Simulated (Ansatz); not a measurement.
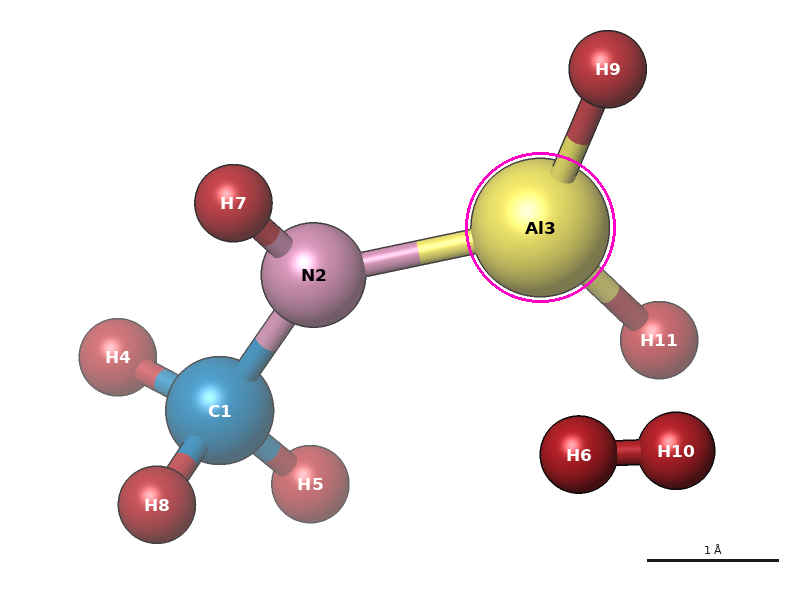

Orthographic view. Atoms fade into the background with distance from the viewer. Computed geometry: PBE0-D4/def2-TZVP optimisation. No frequency run is at hand to confirm it as a minimum.

Name the neighbours of the circled atom.

Answer. The circled atom is Al3; it is bonded to N2, H9, H11.

Of C1 and H8, which is nearer the viewer?

Answer. H8; the bond to C1 points away from the viewer, so it looks shorter than its 1.10 Å.

What is the shortest path along bonds from the circled atom to H8?

Answer. Al3–N2–C1–H8, 3 bonds; through space the two are 3.61 Å apart.

Which two atoms are farthest apart in space?

Answer. H4 and H10, 5.41 Å.
